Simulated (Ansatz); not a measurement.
```cif
data_structure
_symmetry_space_group_name_H-M 'P 1'
_symmetry_Int_Tables_number 1
_cell_length_a 2.7431
_cell_length_b 2.7431
_cell_length_c 19.1272
_cell_angle_alpha 90.000
_cell_angle_beta 90.000
_cell_angle_gamma 90.000
_cell_volume 143.93
loop_
_atom_site_label
_atom_site_type_symbol
_atom_site_fract_x
_atom_site_fract_y
_atom_site_fract_z
_atom_site_occupancy
Cd1 Cd 0.00000 0.00000 0.60312 1
Cd2 Cd 0.50000 0.50000 0.10312 1
Cu1 Cu 0.50000 0.50000 0.71182 1
Cu2 Cu 0.00000 0.00000 0.21182 1
Cu3 Cu 0.00000 0.00000 0.79692 1
Cu4 Cu 0.50000 0.50000 0.29692 1
Cu5 Cu 0.00000 0.00000 0.99432 1
Cu6 Cu 0.50000 0.50000 0.49432 1
Mo1 Mo 0.50000 0.50000 0.89489 1
Mo2 Mo 0.00000 0.00000 0.39489 1
```

Space group I4mm; a generated structure, not necessarily the stable one; changed on purpose from its base cell (the structure that the rattled cell fell into); computed without spin polarisation.

Level of theory: DFT PBE, scalar-relativistic, plane waves, PAW in Ansatz 0.2.0.

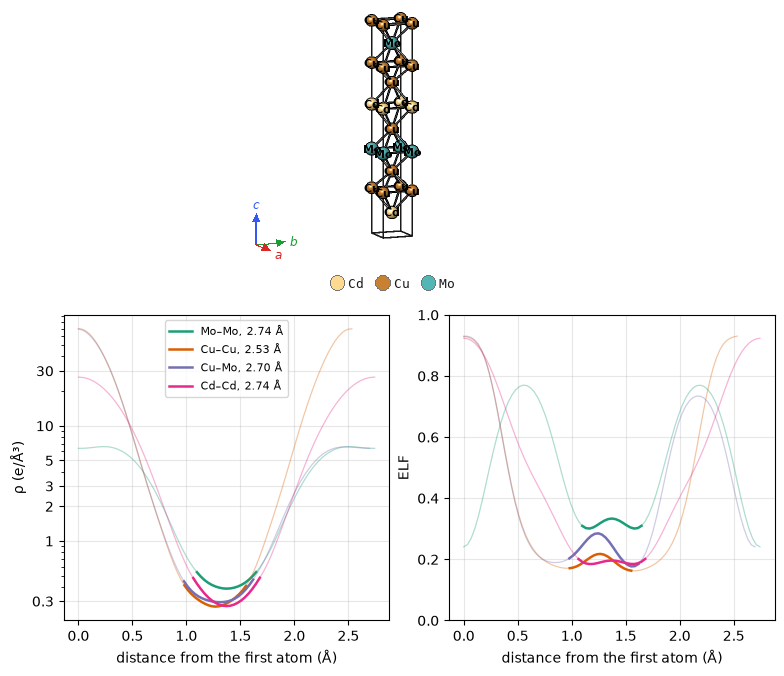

CdCu3Mo. Valence pseudo-density and ELF along straight lines between neighbouring atoms. Thin, pale parts lie inside the atomic spheres. The structure is drawn too.

Core electrons are frozen (PAW), and the valence fields are smoothed inside the atomic spheres.

### Compare the contacts.

Mo–Mo (2.74 Å): the density is about 0.39 e/Å³ at the midpoint; the ELF is about 0.35 at the midpoint.
Cu–Cu (2.53 Å): ρ is about 0.27 e/Å³ halfway; the ELF is about 0.20 at the midpoint (no localised pair shows between them).
Cu–Mo (2.70 Å): ρ is about 0.3 e/Å³ halfway; the ELF is about 0.25 at the midpoint: no localised pair shows between them.
Cd–Cd (2.74 Å): ρ is about 0.27 e/Å³ halfway; the ELF is about 0.20 at the midpoint: no shared electron pair shows on this line.
